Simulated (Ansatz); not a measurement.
Method: PBE (plane waves to 420 eV, PAW; Ansatz, a program for electronic structure).

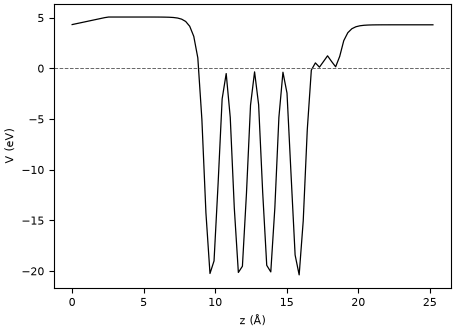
Figure: Planar average of the electrostatic potential across the slab, in eV from the Fermi level, for Sn on the 1x1 (111) surface of fcc Ni, ferromagnetic, one in a 2x2 cell, started at the site 'bridge Ni-Ni (span 2.5 Å)'

Slab: 17 atoms, 6.0 Å thick at the start under the adsorbate (thin: gaps and levels are the slab's own); k 7x7x1, smearing 0.1 eV, dipole-corrected; 8 atoms held, the rest relaxed; held to the start's symmetry, so lower structures may exist; spin-polarised, no spin-orbit, no U, no dispersion correction. At the end it is bonded to 3 Ni. In PBE it is, or lies within 0.03 eV of, the lowest of the starts that converged.

The vacuum level lies 4.30 eV above the Fermi level over the top face and 5.07 eV above it under the bottom face.
